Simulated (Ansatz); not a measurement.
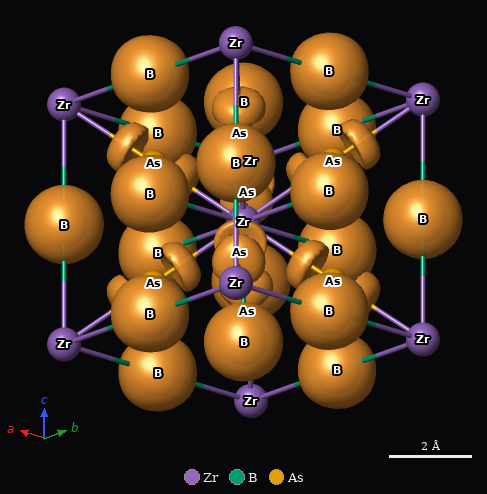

*ZrB$_{3}$As$_{4}$. Isosurface of the ELF at 0.65 (orange), seen at an oblique angle. Only the valence region is drawn (cores and ρ < 0.01 e/Å³ removed). Sticks mark near contacts.*

Space group Im-3m; a structure generated by program, which may or may not match a known phase; computed without spin polarisation.

Theory: Ansatz, DFT PBE, scalar-relativistic, plane waves, PAW.

In a PAW calculation such maps are meaningful between the atoms, not at the nuclei.

```
Zr B As
1.0
     6.22462    0.00000    0.00000
     0.00000    6.22462    0.00000
     0.00000    0.00000    6.22462
Zr B As
2 6 8
Direct
  0.00000 0.00000 0.00000
  0.50000 0.50000 0.50000
  0.50000 0.00000 0.00000
  0.00000 0.50000 0.50000
  0.00000 0.50000 0.00000
  0.50000 0.00000 0.50000
  0.00000 0.00000 0.50000
  0.50000 0.50000 0.00000
  0.25000 0.25000 0.25000
  0.75000 0.75000 0.75000
  0.25000 0.25000 0.75000
  0.75000 0.75000 0.25000
  0.25000 0.75000 0.25000
  0.75000 0.25000 0.75000
  0.75000 0.25000 0.25000
  0.25000 0.75000 0.75000
```

Question: Identify the bonds, lone pairs and shells in this picture.

Answer: At this value the surface marks out 16 lobes of the valence shell of As pointing towards Zr (polar bonds) and six regions wrapped around B (the valence shell of each), counted in one cell of 16 atoms. Regions shared between cells count once. Profiles from the grid: Zr–As (2.70 Å): the ELF is about 0.40 at the midpoint. Zr–B (3.11 Å): the ELF is about 0.15 at the midpoint; no shared electron pair shows on this line.
